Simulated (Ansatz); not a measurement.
# TiSi2, pressure series

Consider TiSi₂ (space group Fddd, No. 70; a = 4.779 Å, b = 8.230 Å, c = 8.521 Å).

Cell and atoms are relaxed at each pressure.

Calculations: r2SCAN (Ansatz, an electronic-structure program, PAW, no spin-orbit coupling).

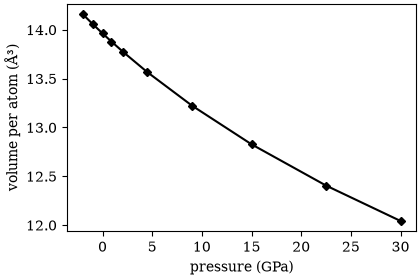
Volume per atom against pressure

Problem. From the plot, what is the volume per atom for pressure −2 GPa?

Solution. About 14.2 Å³.

Problem. Is the trend monotonic over the range shown?

Solution. Yes, it falls throughout, spanning 12.04 Å³ to 14.16 Å³.

Load acts through the strain it causes; cell and atoms are relaxed under it. Whether these cells are dynamically stable was not tested. No other phases were tried under pressure. All final runs are without spin polarisation.
